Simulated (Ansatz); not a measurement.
Relaxed Ge (space group P4_32_12):

```yaml
crystal:
  lattice:
    - [5.87865, 0.00000, 0.00000]
    - [0.00000, 5.87865, 0.00000]
    - [0.00000, 0.00000, 6.89847]
  atoms:
    - { symbol: Ge, position: [0.08823, 0.08823, 0.00000] }
    - { symbol: Ge, position: [0.41177, 0.58823, 0.75000] }
    - { symbol: Ge, position: [0.91177, 0.91177, 0.50000] }
    - { symbol: Ge, position: [0.58823, 0.41177, 0.25000] }
    - { symbol: Ge, position: [0.17202, 0.36996, 0.25632] }
    - { symbol: Ge, position: [0.13004, 0.67202, 0.00632] }
    - { symbol: Ge, position: [0.82798, 0.63004, 0.75632] }
    - { symbol: Ge, position: [0.86996, 0.32798, 0.50632] }
    - { symbol: Ge, position: [0.67202, 0.13004, 0.99368] }
    - { symbol: Ge, position: [0.63004, 0.82798, 0.24368] }
    - { symbol: Ge, position: [0.32798, 0.86996, 0.49368] }
    - { symbol: Ge, position: [0.36996, 0.17202, 0.74368] }
```

A phonon eigenvector at Γ is frozen into this cell: atom i moves by Q times the vector below, so Q is the largest atomic displacement, in Å. The cell is held. It is one choice among 2 degenerate patterns.

```tsv
atom	x	y	z
Ge1	-0.508	0.795	0.332
Ge2	0.508	0.795	-0.332
Ge3	-0.508	0.795	-0.332
Ge4	0.508	0.795	0.332
Ge5	-0.677	-0.007	-0.254
Ge6	0.134	-0.788	0.491
Ge7	-0.677	-0.007	0.254
Ge8	0.134	-0.788	-0.491
Ge9	0.677	-0.007	-0.254
Ge10	-0.134	-0.788	0.491
Ge11	0.677	-0.007	0.254
Ge12	-0.134	-0.788	-0.491
```

Method: LDA (plane waves to 420 eV, PAW, scalar-relativistic; Ansatz, a first-principles code). k mesh 5×5×4 (Γ-centred), Fermi-Dirac smearing 0.05 eV. Energies are smeared free energies. Ge was relaxed with its symmetry unable to fall. This is one of several known forms of Ge; the measured ambient cells at hand have space group No. 227. ΔE is measured from the undisplaced structure.

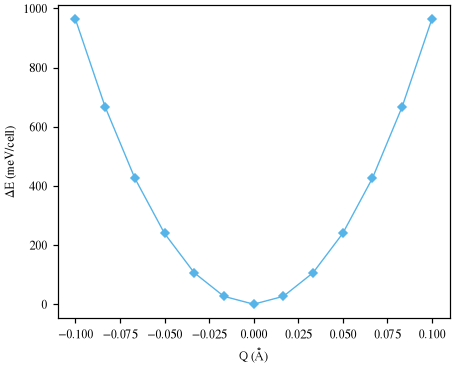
ΔE (meV/cell) against Q (Å); markers are the computed points, lines only join them.

**Question.** What is the energy change at Q = 0.100 Å?

**Answer.** About 960 meV/cell.

**Question.** What harmonic wavenumber does the curvature at Q = 0 give?

**Answer.** About 270 cm⁻¹.

(A displaced cell: forces are minus the slopes of the energy, force constants its curvatures, and phonons follow from these.)
